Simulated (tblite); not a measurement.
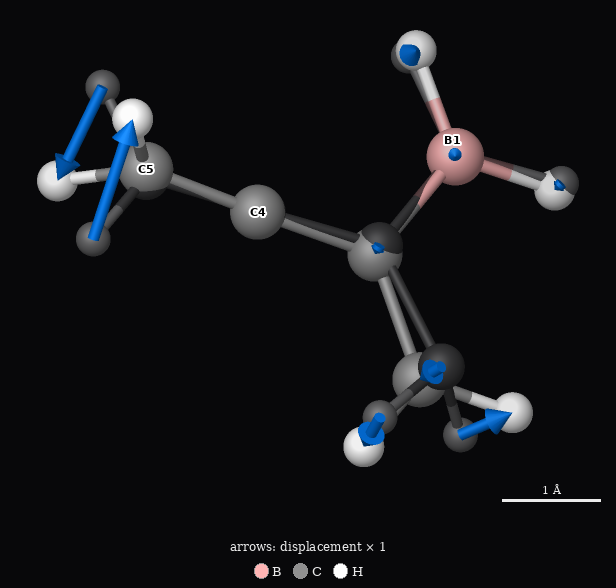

A relaxation of C4H6B (multiplicity 2). The starting structure is drawn faded, the final one solid; blue arrows show the displacements, at their true length. The two geometries are superimposed by the best rigid fit.

Style: ball-and-stick. Shown at a tilt.

Method: tblite 0.8.0, GFN2-xTB geometry optimisation, gas phase. 

### What happened in the run?

The atom that moves furthest after the best rigid fit is an H atom (1.32 Å). Largest moves by element: H 1.32 Å, C 0.36 Å, B 0.09 Å. Among the contacts that change: C–C 1.480 → 1.393 Å, C–C 1.311 → 1.356 Å, C–H 1.111 → 1.073 Å, B–H 1.190 → 1.169 Å. Among the angles between lasting bonds that change: C–C–H 109.9° → 120.5°, C–C–H 112.6° → 121.7°, H–C–H 108.7° → 117.8°. After 61 geometry steps the energy has fallen by 37.6 kcal/mol. Cost: 0.18 s on 1 thread of Arm Neoverse V2, with other jobs on the host.
